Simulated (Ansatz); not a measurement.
# A computed series for HgS: alloy series

Base system: HgS (space group P3_221, No. 154; made of chains).

HgS is modelled in the trigonal space group P3₂21 (No. 154), Pearson symbol hP6. Cell: a = 4.1387 Å, b = 4.1387 Å, c = 9.4079 Å, α = 90.00°, β = 90.00°, γ = 120.00°. Hg on 3a has 2 S at 2.387 Å (linear). S on 3b is coordinated by 2 Hg at 2.387 Å (bent). (Neighbours: up to the widest gap in distance over summed covalent radii, below 1.35, at either atom; cation-cation and far metal-metal contacts left out.)

The other end (x = 1) is HgO (space group P3_221, No. 154; a model cell, its experimental status unchecked; made of chains): 16.48 Å³/atom, gap 1.44 eV; this end may not be an ambient phase.

O replaces a fraction x of S; each row is one arrangement (x, atoms in the cell, starting space group or random), fully relaxed.

Level of theory: PBEsol (Ansatz, a quantum-chemistry and plane-wave program), scalar-relativistic without spin-orbit coupling.

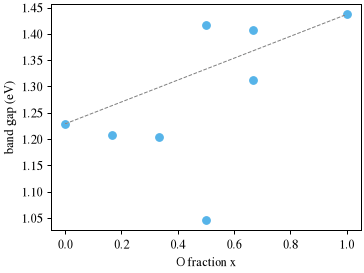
Figure. Band gap against O fraction x; the dashed line joins the ends

```tsv
O fraction x	band gap
x(O) = 0.167, 12 atoms, C2	1.21 eV
x(O) = 0.333, 12 atoms, C2	1.20 eV
x(O) = 0.5, 12 atoms, C2	1.05 eV
x(O) = 0.5, 12 atoms, P2	1.42 eV
x(O) = 0.667, 12 atoms, P1 (arrangement A)	1.41 eV
x(O) = 0.667, 12 atoms, P1 (arrangement B)	1.31 eV
```

Each cell is one ordered arrangement of few atoms, which overstates ordering effects compared with a random alloy. Spin-orbit coupling, missing from the scalar runs, can matter with Hg. Whether these cells are dynamically stable was not tested. No dispersion term is included in the PBEsol runs.
